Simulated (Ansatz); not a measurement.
InSiH5OCl2: several calculations on one system

Part 1: Relaxation

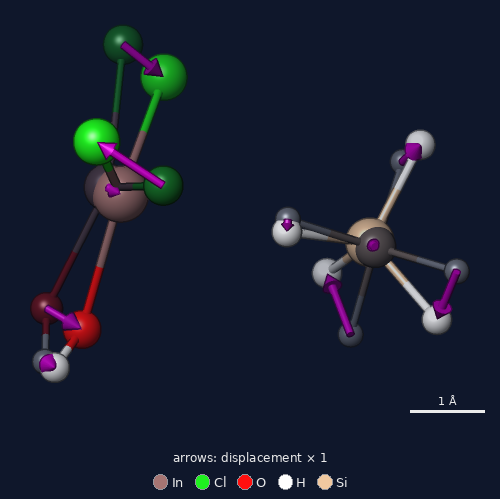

A relaxation of InSiH5OCl2. The starting structure is drawn faded, the final one solid; purple arrows show the displacements, at their true length. The two geometries are superimposed by the best rigid fit.

Style: ball-and-stick. Shown face on.

The run prepares an end point of a later path (reaction) calculation, from a guessed geometry.

Computed with Ansatz 0.2.0, RKS B3LYP-D4/def2-SVP. (no spin polarisation; force threshold 0.03 eV/Å; at most 50 steps)

> Describe the change and its energy.

The energy falls by 21.7 kJ/mol in 17 geometry steps. The largest force component goes from 0.75 to 0.026 eV/Å. The largest moves after the best rigid fit, 1.08 Å, are those of Cl and H atoms. By element the largest moves are H 1.08 Å, Cl 1.08 Å, O 0.63 Å, In 0.24 Å, Si 0.18 Å. Near-neighbour distances that change, for instance: In–Si 3.728 → 3.506 Å, H–In 2.503 → 2.324 Å, Cl–In 2.415 → 2.354 Å, H–Si 1.478 → 1.513 Å. Bond angles that change, for instance: H–Si–H 110.0° → 112.2°. Cost: 27 s on 4 threads of Intel(R) Xeon(R) 6975P-C (Granite Rapids), on a shared host, peak memory 0.35 GiB.

Limits of the set-up: the start holds two separate molecules, 2.5 Å apart at their closest, whose relative position is a soft coordinate.

Part 2: Relaxation

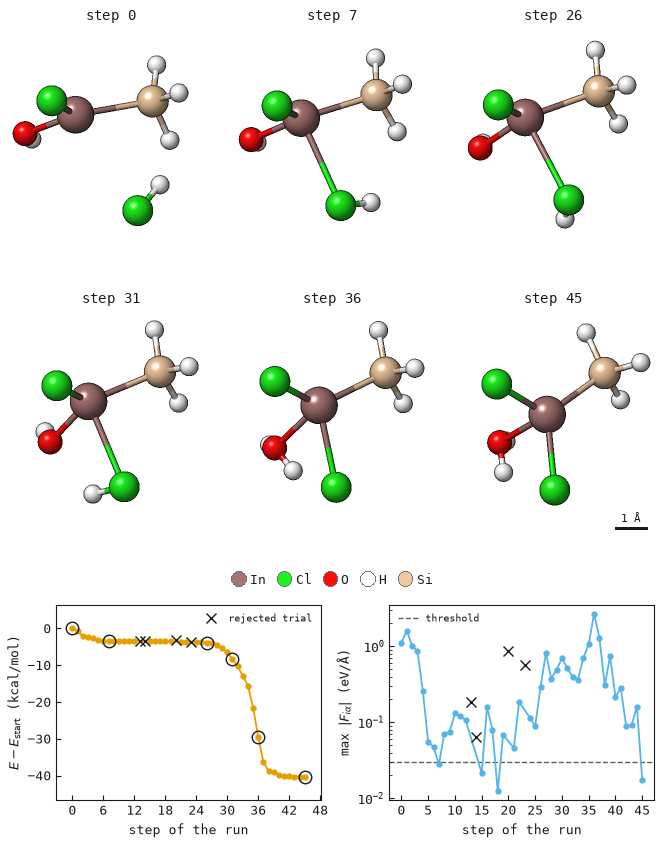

Frames of a relaxation of InSiH₅OCl₂, marked on the history of the run. A ball-and-stick model, seen from a free direction.

The run prepares an end point of a later path (reaction) calculation, from a guessed geometry.

Computed with Ansatz, RKS B3LYP-D4/def2-SVP. Settings: no spin polarisation; force threshold 0.03 eV/Å; at most 50 steps.

Describe the path.

Answer. After 41 accepted moves (45 points after the start) the energy has fallen by 40.3 kcal/mol. Largest force component: 1.1 eV/Å at the start, 0.018 eV/Å at the end. The line search rejected the trial steps at points 13, 14, 20, 23 of the run. The forces were under the threshold at step 7, but the run went on from there. An H atom moves most after the best rigid fit: 3.14 Å. Largest moves by element: H 3.14 Å, O 1.31 Å, In 1.23 Å, Cl 0.92 Å, Si 0.48 Å. Some distances before and after: H–O 4.607 → 0.978 Å, Cl–In 3.635 → 2.423 Å, Cl–H 1.337 → 2.479 Å, H–In 3.451 → 2.653 Å. New bonds form, among them: Cl–In (3.64 → 2.42 Å), H–O (4.61 → 0.98 Å). Bonds break, among them: Cl–H (1.34 → 2.48 Å). Bond angles that change, for instance: O–In–Si 131.4° → 106.5°, Cl–In–O 107.9° → 99.3°, In–O–H 113.5° → 121.6°. From step 0 to 7: an H atom moves most (0.64 Å), energy −3.32 kcal/mol. From step 7 to 26: an H atom moves most (0.97 Å), energy −0.52 kcal/mol. From step 26 to 31: an H atom moves most (0.91 Å), energy −4.45 kcal/mol. From step 31 to 36: an H atom moves most (0.94 Å), energy −21.3 kcal/mol. From step 36 to 45: Cl and H atoms move most (0.51 Å), energy −10.7 kcal/mol.

```tsv
step	E − E(0), kcal/mol	largest force component, eV/Å	note
0	0.00	1.1181	
1	-0.63	1.5979	
2	-2.12	1.0105	
3	-2.44	0.8612	
4	-2.68	0.2564	
5	-3.21	0.0551	
6	-3.28	0.0473	
7	-3.32	0.0280	
8	-3.34	0.0705	
9	-3.36	0.0754	
10	-3.36	0.1315	
12	-3.39	0.1067	
14	-3.38	0.0640	rejected
16	-3.41	0.1592	
17	-3.44	0.0797	
19	-3.50	0.0685	
21	-3.56	0.0461	
23	-3.58	0.5709	rejected
25	-3.75	0.0888	
27	-3.91	0.8099	
28	-4.61	0.3764	
30	-6.48	0.7013	
32	-10.28	0.3995	
34	-15.60	0.7031	
36	-29.61	2.6846	
38	-38.72	0.3076	
39	-39.11	0.7432	
41	-40.01	0.2839	
43	-40.25	0.0909	
45	-40.28	0.0176
```

Part 3: Path

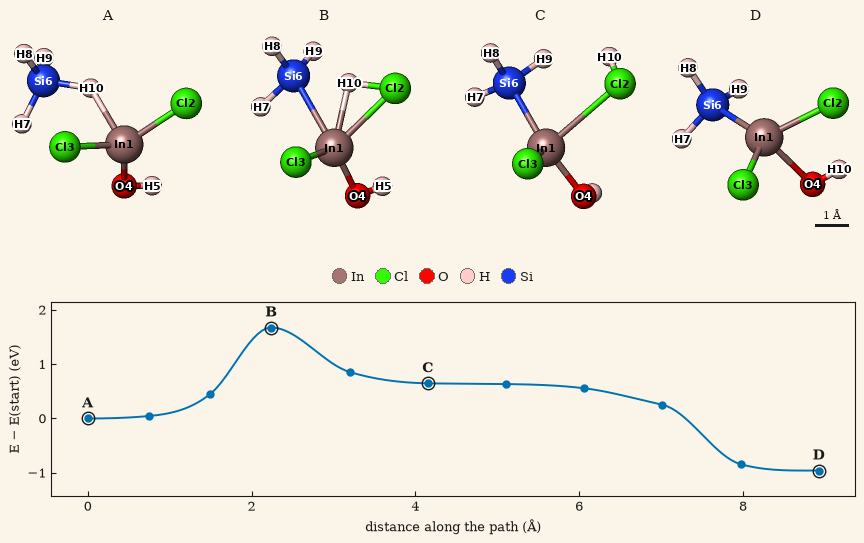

A nudged-elastic-band calculation for InSiH5OCl2, made up at the start of InHOCl2 and SiH$_{4}$. Images are numbered from 0 (start) to 10 (end). Frames A to D are images 0, 3, 5, 10. Style: ball-and-stick. Shown from a free direction.

The calculation used RKS B3LYP-D4/def2-SVP in Ansatz. Set-up: 9 movable images; climbing image; force threshold 0.05 eV/Å; iteration limit 60; starting path through a guess of the saddle point.

**Describe the mechanism and the energy profile.**

Breaking: Si6–H10 (1.51 → 1.90 at the top → 4.45 Å). Forming: In1–Si6 (3.51 → 2.81 at the top → 2.57 Å), O4–H10 (3.20 → 3.56 at the top → 0.98 Å). Forward barrier 1.67 eV, backward barrier 2.63 eV, with image 3 at the top; the reaction energy is −0.96 eV. The band is converged. At the top, the vibrational analysis gives one imaginary mode (1055i cm⁻¹), as a transition state must have.

Limits of the set-up: the start holds two separate molecules, 2.3 Å apart at their closest, whose relative position is a soft coordinate.

Cost: 5 min on 4 threads of Intel(R) Xeon(R) 6975P-C (Granite Rapids), on a shared host, peak memory 0.39 GiB.
